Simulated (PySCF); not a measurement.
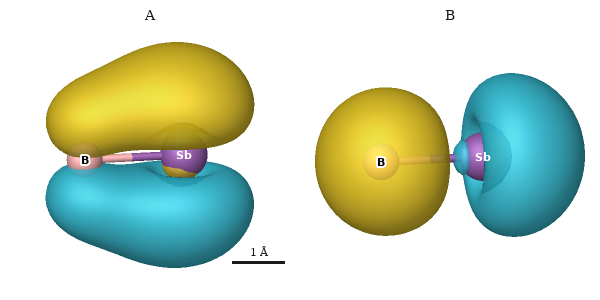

Figure 1: BSb (charge −1, doublet). Two frontier β-spin orbitals, each drawn at the value that holds 80 % of its norm (yellow and cyan are the two phases), in no order; of a degenerate pair one member is drawn.

⟨S²⟩ = 0.80, above the pure value of 0.75; core potentials replace the inner electrons of Sb.

All numbers below come from PBE0/def2-SVPD, non-relativistic Hamiltonian with scalar-relativistic core potentials where named, at a bond length of 2.007 Å in PySCF 2.14.0.

**Name the orbitals and rank them from lowest to highest energy.**

Orbital B: σ, occupied in this spin, −3.24 eV; shared between the atoms (B 45 %, Sb 55 %).
Orbital A: π, occupied in this spin, −0.20 eV; mainly on Sb (75 %).
